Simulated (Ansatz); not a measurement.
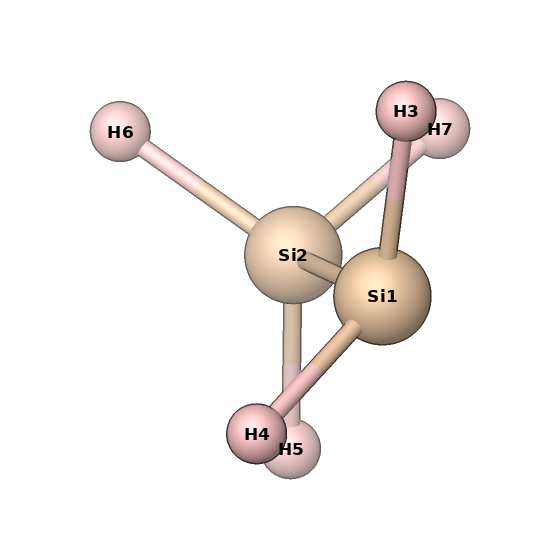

Figure made from data computed with Ansatz.

Si2 lies behind Si1. The molecule seen a little off the Si1–Si2 bond, Si1 in front. Distant atoms are faded towards the background colour. State: neutral, doublet. Geometry: moved along internal coordinates away from the minimum.

**What is the torsion angle H3–Si1–Si2–H5? The sign is positive where the front bond must turn clockwise to cover the back bond.**

175°, antiperiplanar (anti).
